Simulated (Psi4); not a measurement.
# USVWN5/cc-pVDZ run of BSiH3ClO (SMILES [SiH3]O[B]Cl)

What is the energy change on altering one bond length of BSiH3ClO at USVWN5/cc-pVDZ? 

The calculation is run with Psi4 1.11.

### Step 1. Starting point

BSiH3ClO has 7 atoms, charge 0, and is taken as a doublet. As SMILES, `[SiH3]O[B]Cl`. The shape is that of a PBE0-D4/def2-TZVP optimisation. This is one conformer, not always the lowest.

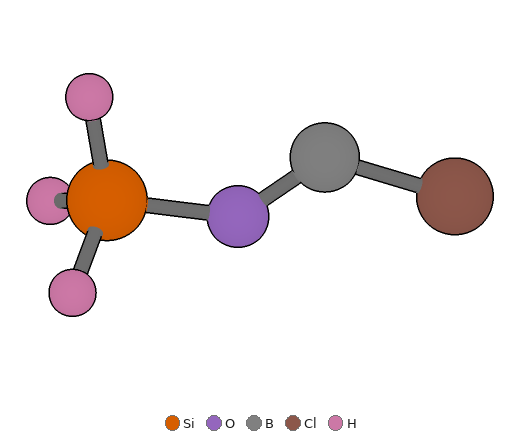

The structure, seen from a chosen angle (silicon orange, oxygen purple, boron grey, chlorine brown, hydrogen pink).

### Step 2. Energy and gradient at USVWN5/cc-pVDZ

File calc.in:

```
memory 2.2 GB

molecule molecule1 {
  0 2
  Si    -1.08281307     1.46529364     0.70826935
  O      0.08484870    -1.22529842    -0.44144002
  B      2.37387396    -1.96928359    -1.12741061
  Cl     3.03301043    -4.98282985    -2.30376512
  H     -2.27012799     0.86322689     3.16736996
  H      0.97434279     3.33839017     1.02271978
  H     -2.99767255     2.38181081    -1.11191485
  units bohr
  symmetry c1
}

set basis cc-pVDZ
set reference uks
set puream true
set e_convergence 1e-09
set d_convergence 1e-08
set scf_type pk
set dft_radial_points 99
set dft_spherical_points 590
set maxiter 100

e_tot, wfn = gradient('scf', dft_functional={"name": "SVWN5", "x_functionals": {"LDA_X": {}}, "c_functionals": {"LDA_C_VWN": {}}}, return_wfn=True)
oeprop(wfn, 'DIPOLE', 'LOWDIN_CHARGES', 'WIBERG_LOWDIN_INDICES', title='SCF')
```

Command:

```console
$ psi4 -i calc.in -o calc.out -n 1
```

calc.out:

```text
[...]
  Running in c1 symmetry.
[...]
  Nuclear repulsion =  174.532066936539962
[...]
  Multiplicity = 2
[...]
  Nalpha       = 24
  Nbeta        = 23
[...]
    Number of basis functions: 79
[...]
   @UKS iter   1:  -847.90139767435949   -5.95893e-02   8.98525e-03 DIIS/ADIIS
[...]
   @UKS iter  13:  -848.12846406162430   -1.47793e-12   4.19368e-09 DIIS
[...]
   @S^2 Observed:                7.520341698E-01
[...]
    Orbital Energies [Eh]
    ---------------------
    Alpha Occupied:
       1A   -100.314954     2A    -65.170510     3A    -18.658537
       4A     -9.144611     5A     -7.002234     6A     -6.995800
       7A     -6.994212     8A     -6.512458     9A     -5.069203
      10A     -3.513268    11A     -3.508535    12A     -3.508528
      13A     -0.962439    14A     -0.769052    15A     -0.568674
      16A     -0.453886    17A     -0.415246    18A     -0.396249
      19A     -0.390851    20A     -0.322867    21A     -0.317191
      22A     -0.294840    23A     -0.294619    24A     -0.163364
    Alpha Virtual:
      25A     -0.061053    26A     -0.032791    27A      0.022821
[...]
  @UKS Final Energy:  -848.12846406162430
   => Energetics <=
    Nuclear Repulsion Energy =            174.5320669365399624
    One-Electron Energy =               -1521.6920416324214784
    Two-Electron Energy =                 558.4586228842538276
    DFT Exchange-Correlation Energy =     -59.4271122499965401
    Empirical Dispersion Energy =           0.0000000000000000
    VV10 Nonlocal Energy =                  0.0000000000000000
    Total Energy =                       -848.1284640616242996
[...]
  -Total Gradient:
     Atom            X                  Y                   Z
    ------   -----------------  -----------------  -----------------
       1        0.005024747271    -0.014180539764    -0.005917429074
       2       -0.002545191838     0.019606696452     0.007328684893
       3       -0.005775332045    -0.002618621659     0.000137299221
       4        0.000245359279     0.002916958227     0.000974520868
       5        0.003782975419     0.002411664828    -0.007531544778
       6       -0.006824209677    -0.005803293408    -0.000887313226
       7        0.006071897220    -0.002330415171     0.005900976889
[...]
 Multipole Moments:
 ------------------------------------------------------------------------------------
     Multipole            Electronic (a.u.)      Nuclear  (a.u.)        Total (a.u.)
 ------------------------------------------------------------------------------------
 L = 1.  Multiply by 2.5417464519 to convert [e a0] to [Debye]
 Dipole X            :          4.8473234           -5.3556156           -0.5082923
 Dipole Y            :         -7.0403121            7.6142246            0.5739125
 Dipole Z            :         -3.3512845            3.6447657            0.2934811
 Magnitude           :                                                    0.8208945
[...]
```

Run time: 31 s. Hardware: 1 thread of Intel Xeon 6975P-C (Granite Rapids), shared host; peak memory 0.57 GiB.

### Step 3. The distorted shape, same level

File run.py:

```python
import psi4

psi4.set_memory('2200 MB')
psi4.set_num_threads(1)
psi4.set_output_file('output.dat', False)

molecule = psi4.geometry("""
0 2
Si
O 1 1.667081
B 2 1.324393 1 133.86115
Cl 3 2.2712 2 123.47715 1 -179.80489
H 1 1.479746 2 107.12332 3 -121.62942
H 1 1.481626 5 110.93089 2 -119.91879
H 1 1.479782 5 110.62371 6 -123.52434
symmetry c1
no_reorient
no_com
""")

psi4.set_options({
    'basis': 'cc-pVDZ',
    'reference': 'uks',
    'puream': True,
    'e_convergence': 1e-09,
    'd_convergence': 1e-08,
    'scf_type': 'pk',
    'dft_radial_points': 99,
    'dft_spherical_points': 590,
    'maxiter': 100,
})

energy_value, wavefunction = psi4.gradient('scf', dft_functional={"name": "SVWN5", "x_functionals": {"LDA_X": {}}, "c_functionals": {"LDA_C_VWN": {}}}, return_wfn=True)
psi4.oeprop(wavefunction, 'MULLIKEN_CHARGES', 'MAYER_INDICES', 'QUADRUPOLE')
print('gradient / Eh bohr^-1')
print(energy_value.np.round(6))
print(f'energy = {wavefunction.energy():.10f} Eh')
```

Command:

```console
$ python run.py
```

output.dat, cut to the lines that bear on the results:

```text
[...]
  Running in c1 symmetry.
[...]
  Nuclear repulsion =  161.107089948433810
[...]
  Multiplicity = 2
[...]
  Nalpha       = 24
  Nbeta        = 23
[...]
    Number of basis functions: 79
[...]
   @UKS iter   1:  -847.89527871085807   -3.31483e-01   8.43884e-03 DIIS/ADIIS
[...]
   @UKS iter  13:  -848.08312227548595   -3.97904e-12   9.37155e-09 DIIS
[...]
   @S^2 Observed:                7.529612456E-01
[...]
  @UKS Final Energy:  -848.08312227548595
   => Energetics <=
    Nuclear Repulsion Energy =            161.1070899484338099
    One-Electron Energy =               -1494.8897286013134362
    Two-Electron Energy =                 545.0056394411644760
    DFT Exchange-Correlation Energy =     -59.3061230637708476
    Empirical Dispersion Energy =           0.0000000000000000
    VV10 Nonlocal Energy =                  0.0000000000000000
    Total Energy =                       -848.0831222754859482
[...]
  -Total Gradient:
     Atom            X                  Y                   Z
    ------   -----------------  -----------------  -----------------
       1       -0.000057343236    -0.001416517018     0.028792037834
       2        0.000070775308     0.017205765652    -0.050089944582
       3        0.000130983123    -0.024235942263    -0.039966864933
       4       -0.000161693377     0.008396751945     0.057958105757
       5       -0.006910216877    -0.004158560708     0.000947185595
       6       -0.000140789630     0.008146047645     0.001424993131
       7        0.007068838059    -0.003925263145     0.000929729410
[...]
 Multipole Moments:
 ------------------------------------------------------------------------------------
     Multipole            Electronic (a.u.)      Nuclear  (a.u.)        Total (a.u.)
 ------------------------------------------------------------------------------------
[...]
  Mulliken Charges: (a.u.)
   Center  Symbol    Alpha    Beta     Spin     Total
       1    SI     6.87939  6.87080  0.00859  0.24981
       2     O     4.03649  4.01762  0.01887 -0.05411
       3     B     2.85842  2.11016  0.74826  0.03141
       4    CL     8.74006  8.51468  0.22538 -0.25474
       5     H     0.49347  0.49520 -0.00173  0.01134
       6     H     0.49871  0.49632  0.00238  0.00497
       7     H     0.49346  0.49521 -0.00175  0.01133
   Total alpha = 24.00000, Total beta = 23.00000, Total charge = -0.00000
  Mayer Bond Indices:
[...]
```

On the terminal:

```text
gradient / Eh bohr^-1
[[-5.7000e-05 -1.4170e-03  2.8792e-02]
 [ 7.1000e-05  1.7206e-02 -5.0090e-02]
 [ 1.3100e-04 -2.4236e-02 -3.9967e-02]
 [-1.6200e-04  8.3970e-03  5.7958e-02]
 [-6.9100e-03 -4.1590e-03  9.4700e-04]
 [-1.4100e-04  8.1460e-03  1.4250e-03]
 [ 7.0690e-03 -3.9250e-03  9.3000e-04]]
energy = -848.0831222755 Eh
```

Wall time 33 s (1 thread of Intel Xeon 6975P-C (Granite Rapids), shared host); peak memory 0.57 GiB.

### Step 4. Summary of results

Level: USVWN5/cc-pVDZ.

| quantity | value |
| --- | --- |
| first shape: total energy | -848.12846 Eh |
| first shape: dipole moment | 2.09 D |
| first shape: HOMO energy (highest over α and β) | -4.45 eV |
| first shape: LUMO energy (lowest over α and β) | -2.84 eV |
| first shape: ⟨S²⟩ | 0.752 |
| first shape: largest force on an atom | 1.084 eV/Å |
| distorted shape: total energy | -848.08312 Eh |
| distorted shape: dipole moment | 5.01 D |
| distorted shape: HOMO energy (highest over α and β) | -5.68 eV |
| distorted shape: LUMO energy (lowest over α and β) | -4.33 eV |
| distorted shape: ⟨S²⟩ | 0.753 |
| distorted shape: largest force on an atom | 3.011 eV/Å |
| energy change with the B3–Cl4 bond stretched from 1.747 to 2.271 Å | 1.234 eV |

What this shows: With the B3–Cl4 bond stretched from 1.747 to 2.271 Å the energy rises by 1.23 eV (28 kcal/mol). The first shape isn't relaxed at this level, so the change isn't measured from a minimum. The largest force (first shape) is 1.08 eV/Å: the shape isn't a stationary point for this species at this level.
